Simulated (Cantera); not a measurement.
Input: 1 mol C₃H₈, a varied amount of O₂, equilibrated at 552 °C and 1.33 mbar.

These are equilibrium values from Cantera (NASA tables, ideal gas, pure condensed phases), not measurements of a reactor. Candidate condensed phases: C, C₆H₆, C₇H₈, C₈H₁₈, H₂O; 110 gas species. Kinetics and transport are ignored.

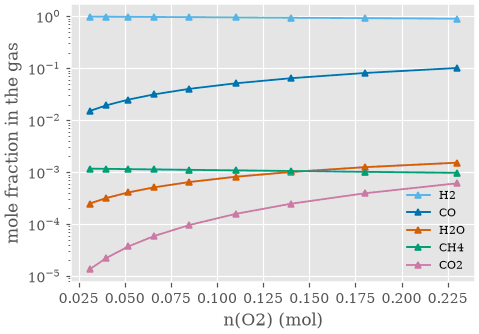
Figure: Equilibrium gas composition (values under 1e-9 drawn at 1e-9)

Read off the mole fractions at 0.085 mol O₂.

H₂ about 0.96, CO about 0.040, CH₄ about 0.0011, H₂O about 0.00064, CO₂ about 9.6e-5.
